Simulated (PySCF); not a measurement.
Consider C₂H₇B···BH₃ (diborane mono Et).

The calculation's input:

```
{"job": {"kind": "nmr", "xc": "PBE0", "basis": "pcSseg-1", "pop": false}, "charge": 0, "multiplicity": 1}
B      0.038344     1.121766    -0.399218
C     -1.247214     0.245557    -0.556012
C     -1.417789    -0.924126     0.415008
H      0.221262     2.032937    -1.106788
H      2.089454    -0.445377    -0.767343
B      2.251050    -0.059637     0.328407
H      2.002680    -0.780846     1.215367
H      3.018673     0.805473     0.501538
H      0.824417     0.901896     0.462380
H     -1.277184    -0.141335    -1.581465
H     -2.129406     0.893599    -0.491236
H     -1.468111    -0.565372     1.440458
H     -2.330760    -1.478456     0.203177
H     -0.575415    -1.606080     0.335728
```

Run with:

```sh
OMP_NUM_THREADS=1 python ens_run.py task.json out
```

Geometry: GFN2-xTB.

These are results of PySCF, PBE0/pcSseg-1, SCF density, gas phase, non-relativistic, not measurements.

Q: Predict the electron density and electron localisation function between the atoms.

A: C–C (1.53 Å): ρ at the midpoint is about 1.6 e/Å³; the ELF peaks at about 0.95 between the atoms; a covalent bond.
C–B (1.56 Å): ρ at the midpoint is about 1.4 e/Å³; the ELF peaks at about 1 between the atoms; a shared electron pair.
C–H (1.09 Å): ρ at the midpoint is about 2 e/Å³; the ELF climbs to about 1 towards the hydrogen, as it does in any bond to H: a covalent bond by its length.
B–H (1.17 Å): ρ at the midpoint is about 1.3 e/Å³; the ELF climbs to about 1 towards the hydrogen: an ordinary covalent bond to hydrogen.

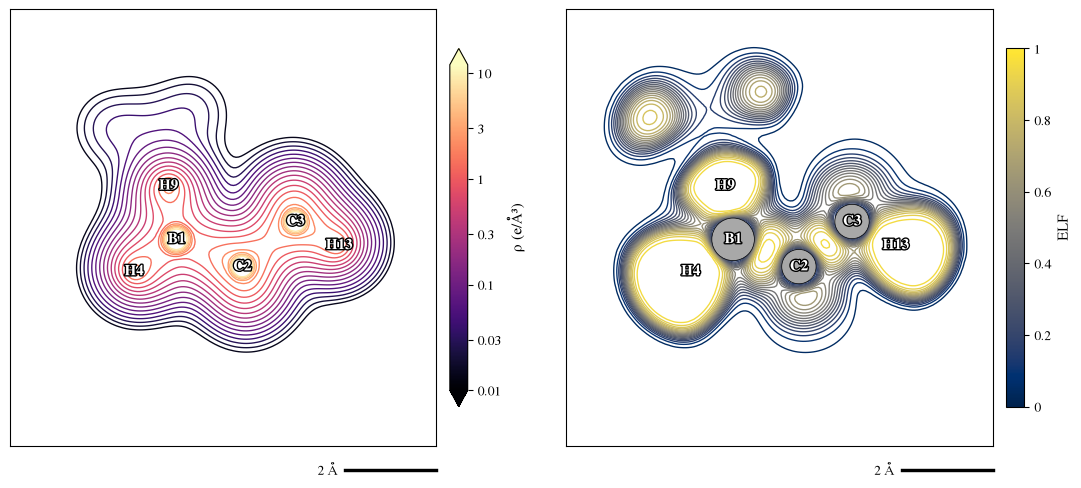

Computed electron density and electron localisation function on the plane of atoms C2, B1 and H9, in this order. Grey discs cover the atomic cores in the ELF map. 
